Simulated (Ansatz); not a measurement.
## Energy against volume for CdS (wurtzite)

CdS (wurtzite)

```cif
data_Cd2S2
_chemical_formula_sum 'Cd2 S2'
_space_group_name_H-M_alt 'P 1'
_space_group_IT_number 1
_cell_length_a 4.19659
_cell_length_b 4.19659
_cell_length_c 6.83017
_cell_angle_alpha 90.000
_cell_angle_beta 90.000
_cell_angle_gamma 120.000
loop_
_space_group_symop_operation_xyz
  'x, y, z'
loop_
_atom_site_label
_atom_site_type_symbol
_atom_site_fract_x
_atom_site_fract_y
_atom_site_fract_z
_atom_site_occupancy
Cd1 Cd 0.33333 0.66667 0.99917 1
Cd2 Cd 0.66667 0.33333 0.49917 1
S1 S 0.33333 0.66667 0.37563 1
S2 S 0.66667 0.33333 0.87563 1
```

The volume is varied about the relaxed value V₀ at fixed cell shape. The atoms relax within the cell's symmetry.

Computed with PBE (plane waves to 420 eV, PAW, scalar-relativistic; Ansatz, a quantum-chemistry and plane-wave program). k mesh 9×9×5 (Γ-centred), Fermi-Dirac smearing 0.05 eV. The energy includes the smearing's −TS. With the shape held, the modulus is that of even scaling; a crystal free to change shape is softer. CdS was relaxed with its symmetry unable to fall. The PAW data are Ansatz's earlier set. ΔE is measured from the relaxed starting cell.

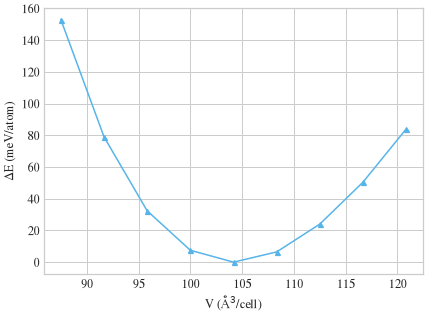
Fig. 1. ΔE (meV/atom) against V (Å³/cell); computed points joined by lines.

The pressure for 5 % compression (fit) is 3.1 GPa and the equilibrium volume of the fit is 26.04 Å³/atom. The pressure at the smallest volume comes out as 13.8 GPa and the energy cost of the largest expansion is 83.9 meV/atom. The pressure derivative B₀′ (fit) is 4.6.

P = (3B₀/2)(x⁷ − x⁵)[1 + ¾(B₀′ − 4)(x² − 1)] with x = (1/0.95)^(1/3), B₀ = 53.1 GPa and B₀′ = 4.57.

(Under strain, the slope of the energy per volume gives the stress and its curvature an elastic modulus.)
